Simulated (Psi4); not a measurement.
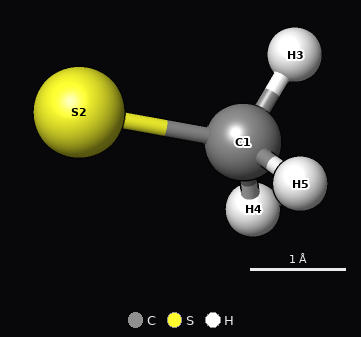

*The structure as given in the input (ball-and-stick view, seen at a tilt; atoms are numbered from 1 in the order of the input).*

## CH3S (charge −1): frequency calculation (part 1 of 3)

- system: CH3S, charge −1, SMILES C[S-]
- method: SVWN-RPA/6-31G*, RKS (Psi4 1.11)

The geometry was optimised with SVWN-RPA/6-31G*.

What the program printed:
```
Psi4 1.11 release

gradient() will perform analytic gradient computation.

   => Loading Basis Set <=

    Name: 6-31G*
    Role: ORBITAL
    Keyword: BASIS

         ---------------------------------------------------------
                                   SCF
                              RKS Reference
                        1 Threads,   1525 MiB Core
         ---------------------------------------------------------

  ==> Geometry <==

    Molecular point group: c1
    Full point group: C1

    Geometry (in Angstrom), charge = -1, multiplicity = 1:

       Center              X                  Y                   Z               Mass
    ------------   -----------------  -----------------  -----------------  -----------------
         C           -1.038569829406     0.239167376236     0.563631901226    12.000000000000
         S            0.523701170594    -0.120599623764    -0.284210098774    31.972071174400
         H           -1.237451829406    -0.440664623764     1.422557901226     1.007825032230
         H           -1.927941829406     0.149115376236    -0.100008098774     1.007825032230
         H           -1.082340829406     1.269706376236     0.982614901226     1.007825032230

  Running in c1 symmetry.

  Rotational constants: A =      5.32211  B =      0.43213  C =      0.43213 [cm^-1]
  Rotational constants: A = 159552.73476  B =  12955.06622  C =  12955.03325 [MHz]
  Nuclear repulsion =   47.732970858657296

  Charge       = -1
  Multiplicity = 1
  Electrons    = 26
  Nalpha       = 13
  Nbeta        = 13

  ==> Algorithm <==

  SCF Algorithm Type is DF.
  DIIS enabled.
  MOM disabled.
  Fractional occupation disabled.
  Guess Type is SAD.
  Energy threshold   = 1.00e-08
  Density threshold  = 1.00e-08
  Integral threshold = 1.00e-12

  ==> Primary Basis <==

  Basis Set: 6-31G*
    Blend: 6-31G*
    Number of shells: 20
    Number of basis functions: 40
    Number of Cartesian functions: 40
    Spherical Harmonics?: false
    Max angular momentum: 2

  ==> DFT Potential <==

   => LibXC <=

    Version 7.1.2

   => Composite Functional: SVWN <=

    Slater exchange
    Vosko, Wilk & Nusair (VWN5_RPA)

    Deriv               =              1
    GGA                 =          FALSE
    Meta                =          FALSE

    Exchange Hybrid     =          FALSE
    MP2 Hybrid          =          FALSE

   => Exchange Functionals <=

    1.0000         XC_LDA_X

   => Correlation Functionals <=

    1.0000   XC_LDA_C_VWN_RPA

   => LibXC Density Thresholds  <==

    XC_LDA_C_VWN_RPA:  1.00E-15
    XC_LDA_X:  1.00E-15

   => Molecular Quadrature <=

    Radial Scheme          =       TREUTLER
    Pruning Scheme         =           NONE
    Nuclear Scheme         =       TREUTLER

    Blocking Scheme        =         OCTREE
    BS radius alpha        =              1
    Pruning alpha          =              1
    Radial Points          =             75
    Spherical Points       =            302
    Total Points           =         107889
    Total Blocks           =            863
    Max Points             =            256
    Max Functions          =             40
    Weights Tolerance      =       1.00E-15

   => Loading Basis Set <=

    Name: (6-31G* AUX)
    Role: JKFIT
    Keyword: DF_BASIS_SCF

  ==> Integral Setup <==

  DFHelper Memory: AOs need 0.004 GiB; user supplied 1.089 GiB.
  SCF_SUBTYPE=INCORE selected. In-core MEM_DF algorithm will be used.
  Using in-core AOs.

  ==> MemDFJK: Density-Fitted J/K Matrices <==

    J tasked:                   Yes
    K tasked:                    No
    wK tasked:                   No
    Memory [MiB]:              1115
    Algorithm:                 Core
    Schwarz Cutoff:           1E-12
    Mask sparsity (%):       0.1250
    Fitting Condition:        1E-10

   => Auxiliary Basis Set <=

  Basis Set: (6-31G* AUX)
    Blend: CC-PVDZ-JKFIT
    Number of shells: 87
    Number of basis functions: 286
    Number of Cartesian functions: 286
    Spherical Harmonics?: false
    Max angular momentum: 3

  Cached 100.0% of DFT collocation blocks in 0.028 [GiB].

  Minimum eigenvalue in the overlap matrix is 1.5082120920E-02.
  Reciprocal condition number of the overlap matrix is 2.6377139844E-03.
    Using symmetric orthogonalization.

  ==> Pre-Iterations <==

  SCF Guess: Superposition of Atomic Densities via on-the-fly atomic UHF (no occupation information).

   -------------------------
    Irrep   Nso     Nmo
   -------------------------
     A         40      40
   -------------------------
    Total      40      40
   -------------------------

  ==> Iterations <==

                           Total Energy        Delta E     RMS |[F,P]|

   @DF-RKS iter SAD:  -436.41080119431706   -4.36411e+02   0.00000e+00
   @DF-RKS iter   1:  -436.49965724156294   -8.88560e-02   1.87411e-02 ADIIS/DIIS
   @DF-RKS iter   2:  -436.10824827129517    3.91409e-01   2.67500e-02 ADIIS/DIIS
   @DF-RKS iter   3:  -436.83476400563410   -7.26516e-01   2.42149e-03 ADIIS/DIIS
   @DF-RKS iter   4:  -436.83881350122522   -4.04950e-03   1.57276e-03 ADIIS/DIIS
   @DF-RKS iter   5:  -436.84132337353401   -2.50987e-03   2.36491e-04 ADIIS/DIIS
   @DF-RKS iter   6:  -436.84137411760520   -5.07441e-05   3.78193e-05 DIIS
   @DF-RKS iter   7:  -436.84137555802039   -1.44042e-06   2.35345e-06 DIIS
   @DF-RKS iter   8:  -436.84137556451310   -6.49271e-09   2.45458e-07 DIIS
   @DF-RKS iter   9:  -436.84137556459245   -7.93534e-11   2.59389e-08 DIIS
   @DF-RKS iter  10:  -436.84137556459217    2.84217e-13   4.60350e-09 DIIS
  Energy and wave function converged.

  ==> Post-Iterations <==

   Electrons on quadrature grid:
      Ntotal   =   25.9999988389 ; deviation = -1.161e-06

    Orbital Energies [Eh]
    ---------------------

    Doubly Occupied:

       1A    -87.430294     2A     -9.614717     3A     -7.339718
       4A     -5.399633     5A     -5.388672     6A     -5.388672
       7A     -0.452960     8A     -0.302488     9A     -0.165157
      10A     -0.165146    11A     -0.073836    12A      0.067550
      13A      0.067551

    Virtual:

      14A      0.235254    15A      0.292141    16A      0.296563
      17A      0.296569    18A      0.522658    19A      0.560466
      20A      0.583684    21A      0.583685    22A      0.698877
      23A      0.698879    24A      0.751898    25A      0.981447
      26A      0.981458    27A      1.039520    28A      1.039520
      29A      1.039852    30A      1.090981    31A      1.090995
      32A      1.177897    33A      1.356592    34A      1.847071
      35A      1.847080    36A      2.279940    37A      2.344336
      38A      2.344343    39A      4.085512    40A      4.301796

    Final Occupation by Irrep:
              A
    DOCC [    13 ]
    NA   [    13 ]
    NB   [    13 ]

  @DF-RKS Final Energy:  -436.84137556459217

   => Energetics <=

    Nuclear Repulsion Energy =             47.7329708586572963
    One-Electron Energy =                -704.6604989144967703
    Two-Electron Energy =                 251.2255120845930492
    DFT Exchange-Correlation Energy =     -31.1393595933457057
    Empirical Dispersion Energy =           0.0000000000000000
    VV10 Nonlocal Energy =                  0.0000000000000000
    Total Energy =                       -436.8413755645921697

Computation Completed

Properties will be evaluated at   0.000000,   0.000000,   0.000000 [a0]

Properties computed using the SCF density matrix

 Multipole Moments:

 ------------------------------------------------------------------------------------
     Multipole            Electronic (a.u.)      Nuclear  (a.u.)        Total (a.u.)
 ------------------------------------------------------------------------------------

 L = 1.  Multiply by 2.5417464519 to convert [e a0] to [Debye]
 Dipole X            :          3.0702961           -3.9683015           -0.8980054
 Dipole Y            :         -0.7070139            0.9138100            0.2067960
 Dipole Z            :         -1.6661731            2.1535216            0.4873485
 Magnitude           :                                                    1.0424427

 ------------------------------------------------------------------------------------

	total time  =          3 seconds =       0.05 minutes

         ------------------------------------------------------------
                                   SCF GRAD
         ------------------------------------------------------------

  ==> Geometry <==

    Molecular point group: c1
    Full point group: C1

    Geometry (in Angstrom), charge = -1, multiplicity = 1:

       Center              X                  Y                   Z               Mass
    ------------   -----------------  -----------------  -----------------  -----------------
         C           -1.038569829406     0.239167376236     0.563631901226    12.000000000000
         S            0.523701170594    -0.120599623764    -0.284210098774    31.972071174400
         H           -1.237451829406    -0.440664623764     1.422557901226     1.007825032230
         H           -1.927941829406     0.149115376236    -0.100008098774     1.007825032230
         H           -1.082340829406     1.269706376236     0.982614901226     1.007825032230

  Nuclear repulsion =   47.732970858657296

  ==> Basis Set <==

  Basis Set: 6-31G*
    Blend: 6-31G*
    Number of shells: 20
    Number of basis functions: 40
    Number of Cartesian functions: 40
    Spherical Harmonics?: false
    Max angular momentum: 2

  ==> DFJKGrad: Density-Fitted SCF Gradients <==

    Gradient:                    1
    J tasked:                  Yes
    K tasked:                   No
    wK tasked:                  No
    Integrals threads:           1
    Memory [MiB]:             1144
    Schwarz Cutoff:          1E-12
    Fitting Condition:       1E-10

   => Auxiliary Basis Set <=

  Basis Set: (6-31G* AUX)
    Blend: CC-PVDZ-JKFIT
    Number of shells: 87
    Number of basis functions: 286
    Number of Cartesian functions: 286
    Spherical Harmonics?: false
    Max angular momentum: 3

  ==> DFT Potential <==

   => LibXC <=

    Version 7.1.2

   => Composite Functional: SVWN <=

    Slater exchange
    Vosko, Wilk & Nusair (VWN5_RPA)

    Deriv               =              1
    GGA                 =          FALSE
    Meta                =          FALSE

    Exchange Hybrid     =          FALSE
    MP2 Hybrid          =          FALSE

   => Exchange Functionals <=

    1.0000         XC_LDA_X

   => Correlation Functionals <=

    1.0000   XC_LDA_C_VWN_RPA

   => LibXC Density Thresholds  <==

    XC_LDA_C_VWN_RPA:  1.00E-15
    XC_LDA_X:  1.00E-15

   => Molecular Quadrature <=

    Radial Scheme          =       TREUTLER
    Pruning Scheme         =           NONE
    Nuclear Scheme         =       TREUTLER

    Blocking Scheme        =         OCTREE
    BS radius alpha        =              1
    Pruning alpha          =              1
    Radial Points          =             75
    Spherical Points       =            302
    Total Points           =         107889
    Total Blocks           =            863
    Max Points             =            256
    Max Functions          =             40
    Weights Tolerance      =       1.00E-15

  -Total Gradient:
     Atom            X                  Y                   Z
    ------   -----------------  -----------------  -----------------
       1       -0.000000047115     0.000005220424     0.000012459640
       2        0.000071964750    -0.000016755366    -0.000038703968
       3       -0.000029994416     0.000038280628    -0.000023556952
       4       -0.000000979298     0.000011950776     0.000050347285
       5       -0.000035869400    -0.000040440248    -0.000003890442

	total time  =          0 seconds =       0.00 minutes

  Based on options and gradient (rms=3.23E-05), recommend projecting translations and projecting rotations.
hessian() will perform analytic frequency computation.

   => Loading Basis Set <=

    Name: 6-31G*
    Role: ORBITAL
    Keyword: BASIS

         ---------------------------------------------------------
                                   SCF
                              RKS Reference
                        1 Threads,   1525 MiB Core
         ---------------------------------------------------------

  ==> Geometry <==

    Molecular point group: c1
    Full point group: C1

    Geometry (in Angstrom), charge = -1, multiplicity = 1:

       Center              X                  Y                   Z               Mass
    ------------   -----------------  -----------------  -----------------  -----------------
         C           -1.038569829406     0.239167376236     0.563631901226    12.000000000000
         S            0.523701170594    -0.120599623764    -0.284210098774    31.972071174400
         H           -1.237451829406    -0.440664623764     1.422557901226     1.007825032230
         H           -1.927941829406     0.149115376236    -0.100008098774     1.007825032230
         H           -1.082340829406     1.269706376236     0.982614901226     1.007825032230

  Running in c1 symmetry.

  Rotational constants: A =      5.32211  B =      0.43213  C =      0.43213 [cm^-1]
  Rotational constants: A = 159552.73476  B =  12955.06622  C =  12955.03325 [MHz]
  Nuclear repulsion =   47.732970858657296

  Charge       = -1
  Multiplicity = 1
  Electrons    = 26
  Nalpha       = 13
  Nbeta        = 13

  ==> Algorithm <==

  SCF Algorithm Type is DF.
  DIIS enabled.
  MOM disabled.
  Fractional occupation disabled.
  Guess Type is SAD.
  Energy threshold   = 1.00e-08
  Density threshold  = 1.00e-08
  Integral threshold = 1.00e-12

  ==> Primary Basis <==
```
